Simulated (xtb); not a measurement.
Geometry relaxation, with input and output: C3H5AlF (charge −1) (part 4 of 4)

Continued. System: C3H5AlF, charge −1, SMILES C#[C][AlH2-][CH2]F. Method: GFN1-xTB (xtb 6.7.1). The geometry comes from this level: GFN2-xTB.

Geometry of the input (Å):
```
C  -2.4371  -0.6618  1.3182
C  -1.3564  -0.6720  0.7714
Al 0.4402  -0.7887  -0.1011
C  1.0547  1.0820  -0.7485
F  0.4579  1.8193  -1.8015
H  -3.3855  -0.6473  1.7928
H  0.4708  -1.8616  -1.2868
H  1.6061  -1.0928  0.9735
H  1.0238  1.7798  0.1120
H  2.1254  1.0432  -1.0300
```

Trajectory as extended XYZ, continued:
```
10
Properties=species:S:1:pos:R:3 step=9 energy=-425.28157
C    -2.3832   -0.6470    1.2830
C    -1.2924   -0.6718    0.7502
Al    0.5196   -0.7725   -0.0926
C     1.0784    1.0979   -0.6884
F     0.3236    1.6037   -1.7867
H    -3.3445   -0.6197    1.7471
H     0.4417   -1.8028   -1.2918
H     1.5313   -1.2519    1.0424
H     0.9975    1.8960    0.0769
H     2.1279    1.1681   -1.0401
10
Properties=species:S:1:pos:R:3 step=10 energy=-425.28165
C    -2.3825   -0.6461    1.2829
C    -1.2915   -0.6748    0.7507
Al    0.5210   -0.7719   -0.0924
C     1.0754    1.0985   -0.6890
F     0.3228    1.6064   -1.7889
H    -3.3448   -0.6168    1.7441
H     0.4442   -1.8062   -1.2873
H     1.5366   -1.2537    1.0398
H     0.9929    1.8954    0.0778
H     2.1258    1.1693   -1.0378
10
Properties=species:S:1:pos:R:3 step=11 energy=-425.28172
C    -2.3817   -0.6462    1.2815
C    -1.2902   -0.6782    0.7506
Al    0.5225   -0.7742   -0.0926
C     1.0729    1.0983   -0.6886
F     0.3220    1.6067   -1.7895
H    -3.3433   -0.6123    1.7435
H     0.4455   -1.8103   -1.2866
H     1.5414   -1.2490    1.0394
H     0.9875    1.8946    0.0782
H     2.1235    1.1706   -1.0360
10
Properties=species:S:1:pos:R:3 step=12 energy=-425.28175
C    -2.3800   -0.6448    1.2802
C    -1.2872   -0.6810    0.7520
Al    0.5253   -0.7763   -0.0914
C     1.0709    1.0978   -0.6876
F     0.3175    1.6007   -1.7901
H    -3.3422   -0.6064    1.7409
H     0.4497   -1.8104   -1.2875
H     1.5449   -1.2507    1.0402
H     0.9797    1.8947    0.0775
H     2.1214    1.1762   -1.0342
10
Properties=species:S:1:pos:R:3 step=13 energy=-425.28175
C    -2.3791   -0.6435    1.2802
C    -1.2866   -0.6823    0.7520
Al    0.5255   -0.7770   -0.0917
C     1.0697    1.0975   -0.6876
F     0.3175    1.6006   -1.7904
H    -3.3413   -0.6036    1.7407
H     0.4513   -1.8114   -1.2875
H     1.5457   -1.2507    1.0396
H     0.9771    1.8935    0.0780
H     2.1202    1.1769   -1.0333
10
Properties=species:S:1:pos:R:3 step=14 energy=-425.28176
C    -2.3785   -0.6423    1.2803
C    -1.2864   -0.6828    0.7514
Al    0.5257   -0.7774   -0.0923
C     1.0695    1.0973   -0.6871
F     0.3170    1.5994   -1.7905
H    -3.3406   -0.6021    1.7411
H     0.4515   -1.8119   -1.2879
H     1.5454   -1.2513    1.0391
H     0.9763    1.8936    0.0784
H     2.1200    1.1774   -1.0325
10
Properties=species:S:1:pos:R:3 step=15 energy=-425.28176
C    -2.3786   -0.6417    1.2804
C    -1.2867   -0.6827    0.7509
Al    0.5255   -0.7776   -0.0926
C     1.0696    1.0971   -0.6874
F     0.3175    1.6000   -1.7906
H    -3.3401   -0.6015    1.7422
H     0.4516   -1.8120   -1.2884
H     1.5446   -1.2518    1.0393
H     0.9762    1.8930    0.0785
H     2.1203    1.1771   -1.0324
10
Properties=species:S:1:pos:R:3 step=16 energy=-425.28176
C    -2.3786   -0.6412    1.2805
C    -1.2869   -0.6825    0.7506
Al    0.5253   -0.7778   -0.0928
C     1.0696    1.0970   -0.6875
F     0.3179    1.6000   -1.7908
H    -3.3398   -0.6012    1.7430
H     0.4517   -1.8121   -1.2887
H     1.5442   -1.2521    1.0393
H     0.9761    1.8927    0.0785
H     2.1205    1.1771   -1.0322
```

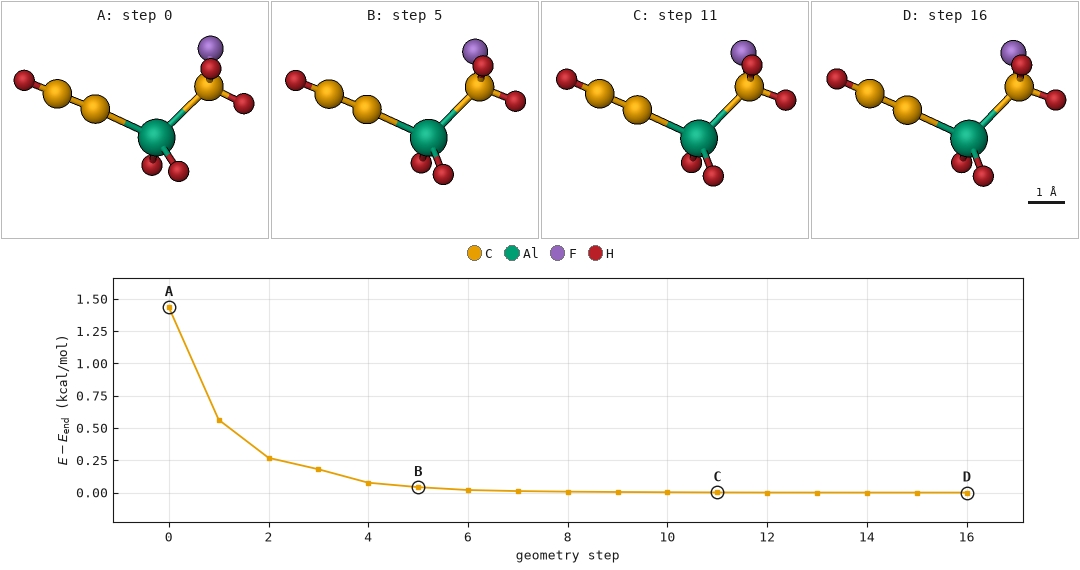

*Frames of the relaxation (ball-and-stick view, seen at a tilt) above the curves, on which the letters mark them (steps are counted from 0).*

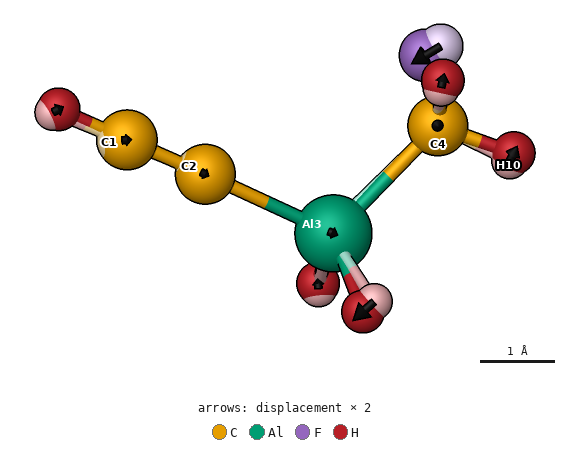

*Start (faint) and end (solid) with the displacements as black arrows, magnified 2 times (ball-and-stick view, seen at a tilt). The two geometries are laid on each other by the best rigid fit.*

After 16 geometry steps the energy has fallen by 1.44 kcal/mol. The largest move after the best rigid fit is that of F5, 0.24 Å. By element the largest moves are F 0.24 Å, H 0.20 Å, Al 0.08 Å, C 0.07 Å. Distances before and after: Al3–C4 2.073 → 2.041 Å, Al3–H8 1.615 → 1.595 Å, Al3–H7 1.599 → 1.583 Å, C4–F5 1.417 → 1.427 Å. Among the angles that change: Al3–C4–F5 125.2° → 114.1°, C4–Al3–H8 99.4° → 108.0°, Al3–C4–H9 108.5° → 115.8°. (Atoms are counted from 1 in the order of the input.)

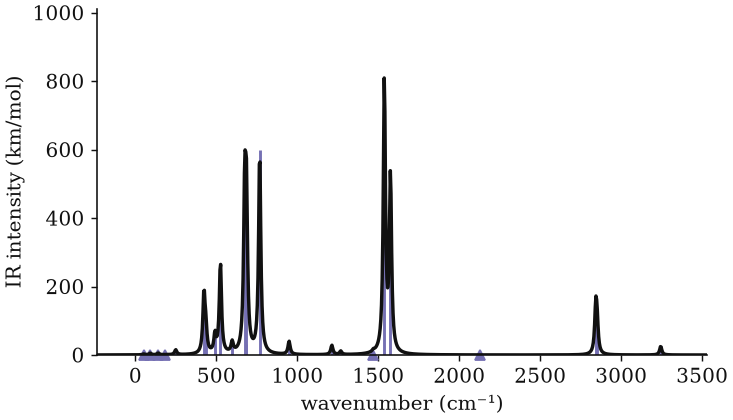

*Harmonic infrared spectrum, unscaled: sticks (degenerate modes added up, dark ones marked on the axis) with a Lorentzian envelope of 16 cm⁻¹ full width, scaled to the tallest stick.*

24 modes from 51 to 3244 cm⁻¹, none imaginary. The strongest line is at 1537 cm⁻¹ (809 km/mol).

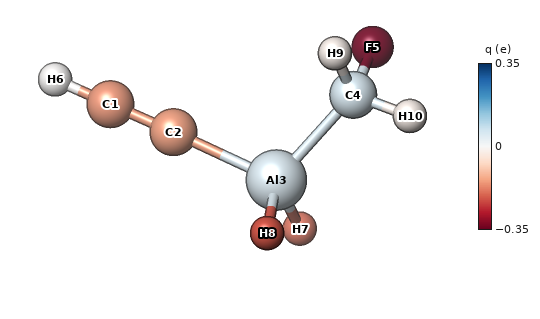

*Mulliken charges, as the colour of each atom (ball-and-stick view, seen at a tilt; atoms are numbered from 1 in the order of the input).*

By element: C −0.16 to +0.06, Al +0.05, F −0.34 and H −0.22 to 0.00 e.

Key numbers:

| quantity | value |
| --- | --- |
| outcome | converged |
| electrons treated | 28 |
| total energy | −15.628817 hartree |
| dispersion energy | −0.002740 hartree |
| basis functions | 36 |
| HOMO | −6.09 eV |
| LUMO | −0.52 eV |
| zero-point energy | 0.057125 hartree |
| wavenumbers, lowest and highest | 51 and 3244 cm⁻¹ |
| wall time | 1.5 s |
| peak memory | 0.069 GiB |
